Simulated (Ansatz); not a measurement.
# CH₄Cl₂Ge: what the fields show

Input

```
crystal:
  periodic: [false, false, false]
  atoms:
    - { symbol: Ge, position_ang: [0.0, 0.0, 0.0] }
    - { symbol: H, position_ang: [0.0, 0.0, 1.55] }
    - { symbol: Cl, position_ang: [2.0935, 0.0, -0.7393] }
    - { symbol: C, position_ang: [-0.9232, 1.5994, -0.6527] }
    - { symbol: H, position_ang: [-1.9758, 1.3458, -0.8971] }
    - { symbol: H, position_ang: [-0.9048, 2.384, 0.1322] }
    - { symbol: H, position_ang: [-0.4128, 1.976, -1.5636] }
    - { symbol: Cl, position_ang: [-1.0456, -1.8115, -0.7393] }
basis:
  gaussian: { orbitals: def2-SVP }
hamiltonian:
  xc: hf
relax:
  f_tol: 0.02
  max_steps: 40
output:
  orbitals: {}
```

Launched as:

```sh
ansatz run input.yaml --threads 2 --pin off --max-ram 3072MiB --backend cpu --events-out ev --progress --plain --runs-dir out
```

The fields are those of the relaxed geometry.

Method: RHF/def2-SVP in Ansatz 0.2.0.

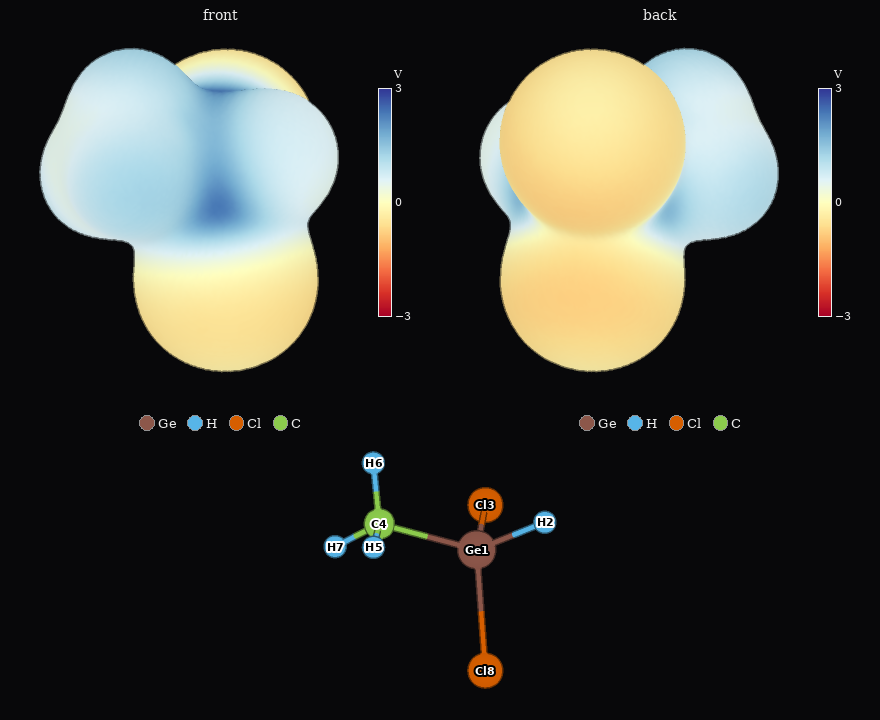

Figure 1. The electrostatic potential painted on the density surface at 0.002 e/bohr³, seen from the front and from behind; red is negative and blue positive. The bare structure is drawn below in the same view.

Q: Where is the surface potential most negative and most positive?

A: The most negative region (about −0.8 V) lies over Cl3 and Cl8, the most positive (about +2.3 V) over Ge1.

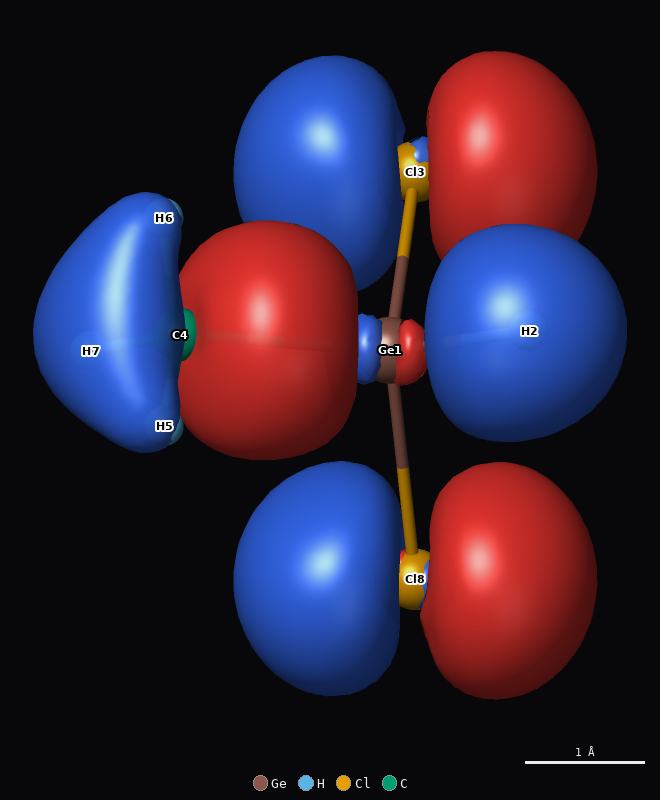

Figure 2. The HOMO at ±0.1 Å⁻³ᐟ² (red and blue are the two phases), seen at a tilt.

Q: Describe this orbital and give its energy.

A: It lies mainly on Cl3 (about 30 %), Cl8 (about 30 %), C4 (about 15 %), Ge1 (about 15 %) and H2 (about 10 %). Its energy is −11.84 eV.

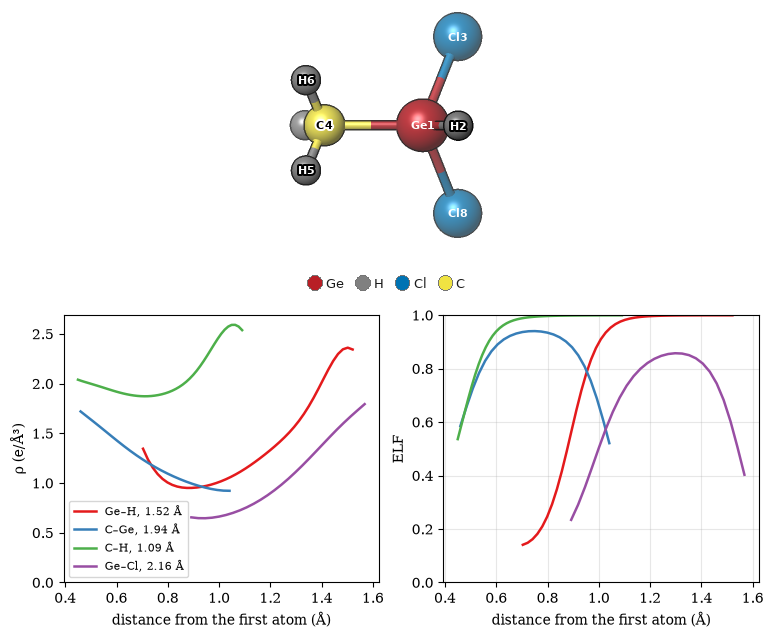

Figure 3. Electron density and electron localisation function along straight lines between neighbouring atoms. The curves leave out the atomic cores. The structure is drawn too.

Q: What can be read from the curves?

A: Ge–H (1.52 Å): ρ at the midpoint is about 1.1 e/Å³; the ELF climbs to about 1 towards the hydrogen.
C–Ge (1.94 Å): the density is about 0.94 e/Å³ at the midpoint; the ELF peaks at about 0.95 between the atoms, as expected for a shared electron pair.
C–H (1.09 Å): the density is about 2 e/Å³ at the midpoint; the ELF climbs to about 1 towards the hydrogen: an ordinary covalent bond to hydrogen.
Ge–Cl (2.16 Å): ρ at the midpoint is about 0.73 e/Å³, with its minimum of 0.65 e/Å³ about 0.9 Å from Ge; the ELF peaks at about 0.85 in the valence shell of Cl, 0.9 Å from its nucleus, and is about 0.70 at the midpoint.
